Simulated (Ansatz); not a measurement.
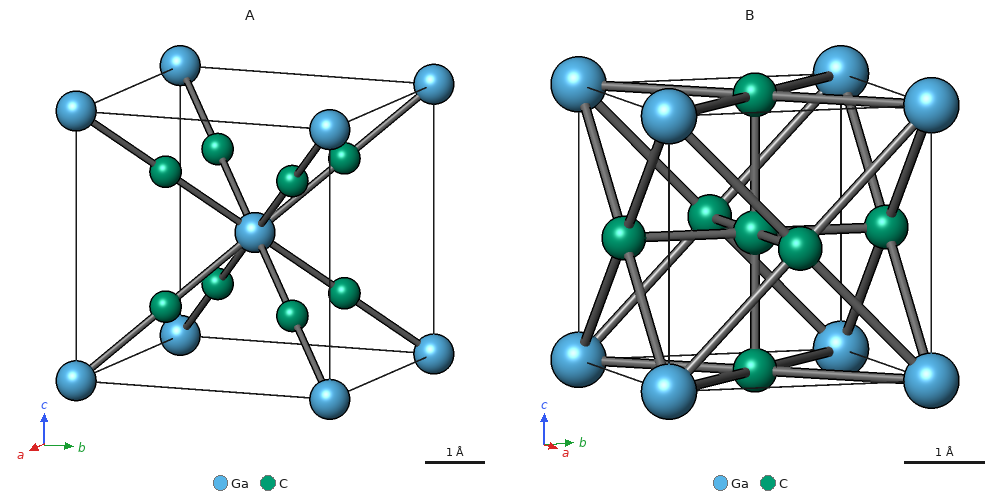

Two structures of GaC4, each relaxed to rest (conventional cells in solid outline, small ones repeated, not to one scale). Method: Ansatz, DFT PBE, scalar-relativistic, plane waves, PAW, without spin polarisation.

Give the type and space group of each.

Answer. A: 10 atoms a cell on a body-centred cubic lattice, Im-3m. B: 5 atoms a cell on a primitive cubic lattice, Pm-3m.

Which form lies lower?

Answer. B is lower, by 525 meV/atom at this level of theory (energies at zero smearing). Volumes: A 10.5, B 8.4 Å³/atom.

One or both may be structure types tried for this composition rather than known phases.
